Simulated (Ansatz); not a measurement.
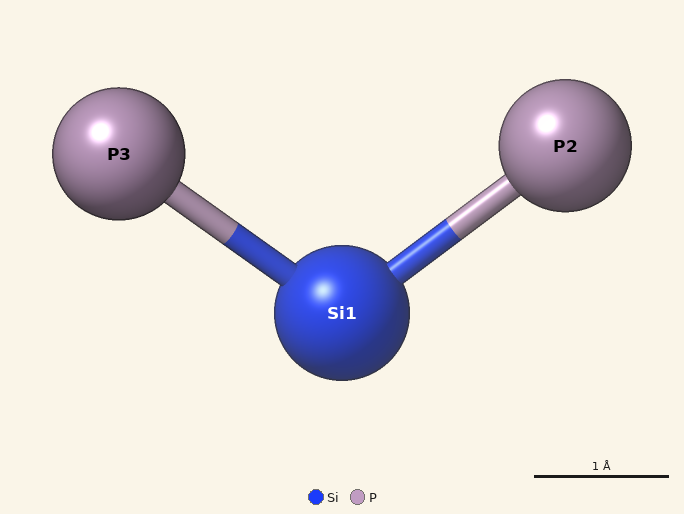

Simulated data, not a measurement (program: Ansatz).

Orthographic view. Atoms fade into the background with distance from the viewer. The species is neutral and a spin triplet. Geometry: a fixed input geometry, not necessarily a minimum.

Write a Z-matrix (Å, degrees) in the order of the atom numbers, with these reference atoms: 2 to 1; 3 to 1, 2.

```
Si 
P    1   2.106
P    1   2.106   2   105.0
```

The spin state was imposed, and no run here compares it with a lower spin, which may lie lower.
